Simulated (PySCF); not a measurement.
C₅H₅N, SMILES c1ccncc1 at its GFN2-xTB optimised geometry (Å):

```
11

C     -0.6899    -1.2113     0.0000
C     -1.3549     0.0045     0.0000
C     -0.5977     1.1666     0.0000
N      0.7239     1.1736     0.0000
C      1.3520     0.0107     0.0000
C      0.6959    -1.2113     0.0000
H     -1.2410    -2.1411     0.0000
H     -2.4332     0.0503     0.0000
H     -1.0690     2.1411     0.0000
H      2.4332     0.0650     0.0000
H      1.2535    -2.1353     0.0000
```

Level of theory: PBE/def2-TZVP run with PySCF.

Map of the Laplacian of the electron density (e/bohr⁵) on the plane z = 0.6 Å:

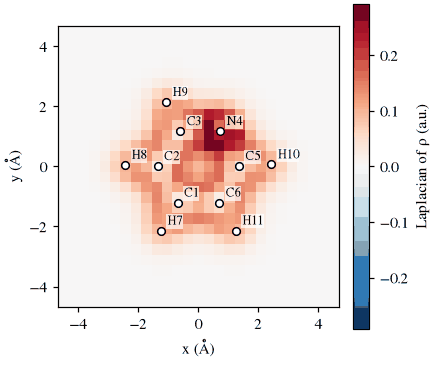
Fig. 1. Laplacian of the electron density (e/bohr⁵) on the plane z = 0.6 Å.
